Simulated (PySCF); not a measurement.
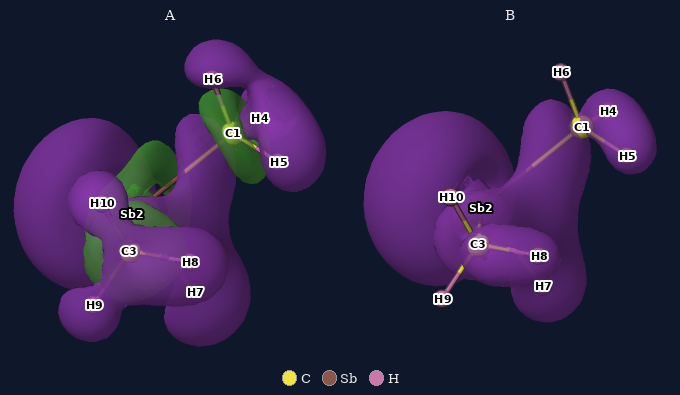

Figure 1: C₂H₇Sb, SMILES `C[SbH]C`. The Fukui function f⁻ from two separate SCF calculations and the density of the HOMO, at ±0.015 e/Å³ (purple positive, green negative).

Computed with PySCF, B3LYP/def2-SVPD, geometry: GFN2-xTB. Core potentials replace the inner electrons of Sb; spin–orbit coupling isn't included. No frequency check shows the geometry to be a minimum. GFN2-xTB bond lengths at metals and heavier atoms can be off by up to 0.1 Å and shapes distorted, which carries into these values.

Which panel is which, and how good is the frozen-orbital picture?

A is f⁻ (it has negative regions), B the HOMO density. The HOMO lies on Sb2 (68 %), C1 and C3 (9 % each) and H7 (6 %); f⁻ (Hirshfeld-condensed) is largest on Sb2 (0.47); the vertical ionisation energy is 8.90 eV. Relaxation shifts 24 % of the electron between atoms. The orbital energy is −6.58 eV.
